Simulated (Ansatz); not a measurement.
# SiH3Cl (SiClH3): FCI/STO-3G

What is the energy change on altering one bond length of SiH3Cl (SiClH3) at FCI/STO-3G? 

The calculation is run with Ansatz 0.2.0.

41 further runs of the same task are left out: 4 that didn't finish, 37 set aside as unsound or not needed.

### Step 1. The structure to begin with

SiH3Cl has 5 atoms, charge 0, and is taken as a singlet. As SMILES, `[H][Si]([H])([H])Cl`. Geometry: relaxed at GFN2-xTB.

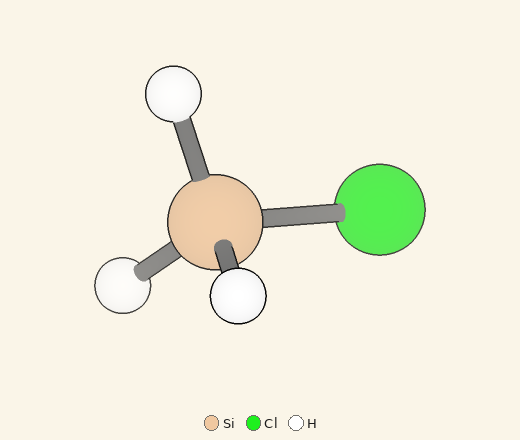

Viewed from a chosen angle; silicon light orange, chlorine green, hydrogen white.

### Step 2. The energy at FCI/STO-3G

in.yaml reads:

```yaml
crystal:
  periodic: [false, false, false]
  atoms:
    - {symbol: Si, position_ang: [0.000290, 0.001940, -0.129410]}
    - {symbol: Cl, position_ang: [0.010690, -0.020840, 1.880630]}
    - {symbol: H, position_ang: [1.382330, 0.011210, -0.594910]}
    - {symbol: H, position_ang: [-0.700750, 1.203700, -0.566480]}
    - {symbol: H, position_ang: [-0.692550, -1.196020, -0.589840]}
basis:
  gaussian:
    orbitals: STO-3G
correlation:
  method: fci
  frozen_orbitals: {Cl: 5, H: 0, Si: 5}
accuracy: high
```

Started as:

```console
$ ansatz run in.yaml --threads 1 --pin off --max-ram 2610MiB --events-out events.jsonl --progress --plain --runs-dir runs
```

The program printed:

```text
Warning: RAYON_NUM_THREADS=1 ignored (pool sized by the plan → 1); use --threads N
Functional definition: HF
  name "HF"
  exchange = exact_x
  correlation = 0
364 factors; integrals over basis functions are off by at most 1.0e-8 eV
mean field evaluation 1: about -20189.3104 eV, gradient 1.3e1 eV
mean field evaluation 2: about -20189.3251 eV, gradient 1.3e1 eV
mean field evaluation 4: about -20190.1110 eV, gradient 4.6e-1 eV
mean field evaluation 8: about -20190.1123 eV, gradient 1.0e-6 eV
mean field -20190.11228901 eV, -741.9729412715 hartree, gradient 3.6e-8 eV, S^2 0.000000; 0 other end points of the search recorded, 0 dependent functions left out
10 core orbitals not correlated: weight in the atoms' cores, before any rotation towards them, 1.000 or more for the frozen orbitals, at most 0.000 for the correlated occupied ones
reference -20190.11228901 eV, -741.9729412715 hartree; 7, 7 occupied and 4, 4 virtual orbitals, 364 factors
state -20191.85478486 eV, -742.0369768129 hartree
Total energy: -20191.85478486 eV, -742.0369768129 hartree
```

It took 1.4 s on 1 thread of AMD EPYC 9R14 (Zen 4), shared host.

### Step 3. The distorted shape, same level

molecule.yaml reads:

```yaml
crystal:
  periodic: [false, false, false]
  atoms:
    - {symbol: Si, position_ang: [-0.002310, 0.007634, -0.631875]}
    - {symbol: Cl, position_ang: [0.010690, -0.020840, 1.880630]}
    - {symbol: H, position_ang: [1.379730, 0.016904, -1.097375]}
    - {symbol: H, position_ang: [-0.703350, 1.209394, -1.068945]}
    - {symbol: H, position_ang: [-0.695150, -1.190326, -1.092305]}
basis:
  gaussian:
    orbitals: STO-3G
magnetization:
  spin_polarized: false
correlation:
  method: fci
  frozen_orbitals: {Cl: 5, H: 0, Si: 5}
accuracy: high
```

Started as:

```console
$ ansatz run molecule.yaml --threads 1 --pin off --max-ram 2610MiB --events-out events.jsonl --progress --plain --runs-dir runs
```

The program printed:

```text
Warning: RAYON_NUM_THREADS=1 ignored (pool sized by the plan → 1); use --threads N
[... 4 set-up lines as earlier in the session ...]
353 factors; integrals over basis functions are off by at most 8.2e-9 eV
mean field evaluation 1: about -20187.1271 eV, gradient 1.4e1 eV
mean field evaluation 2: about -20187.1334 eV, gradient 1.4e1 eV
mean field evaluation 4: about -20188.7936 eV, gradient 6.8e-1 eV
mean field evaluation 8: about -20188.7928 eV, gradient 1.0e-4 eV
mean field -20188.79279422 eV, -741.9244507324 hartree, gradient 5.2e-9 eV, S^2 0.000000; 0 other end points of the search recorded, 0 dependent functions left out
10 core orbitals not correlated: weight in the atoms' cores, before any rotation towards them, 1.000 or more for the frozen orbitals, at most 0.000 for the correlated occupied ones
reference -20188.79279422 eV, -741.9244507324 hartree; 7, 7 occupied and 4, 4 virtual orbitals, 353 factors
state -20190.82561465 eV, -741.9991555054 hartree
Total energy: -20190.82561465 eV, -741.9991555054 hartree
```

Run time: 0.34 s. Hardware: 1 thread of AMD EPYC 9R14 (Zen 4), shared host.

### Step 4. Results

At FCI/STO-3G, 10 core orbitals frozen:

| quantity | value |
| --- | --- |
| first shape: total energy | -742.03698 Eh |
| first shape: correlation energy (10 core orbitals frozen) | -64.0 mEh |
| distorted shape: total energy | -741.99916 Eh |
| distorted shape: correlation energy (10 core orbitals frozen) | -74.7 mEh |
| energy change with the Si1–Cl2 bond stretched from 2.010 to 2.513 Å | 1.029 eV |

In words: With the Si1–Cl2 bond stretched from 2.010 to 2.513 Å the energy rises by 1.03 eV (24 kcal/mol). The first shape isn't relaxed at this level, so the change isn't measured from a minimum. The minimal basis adds a large error of its own.
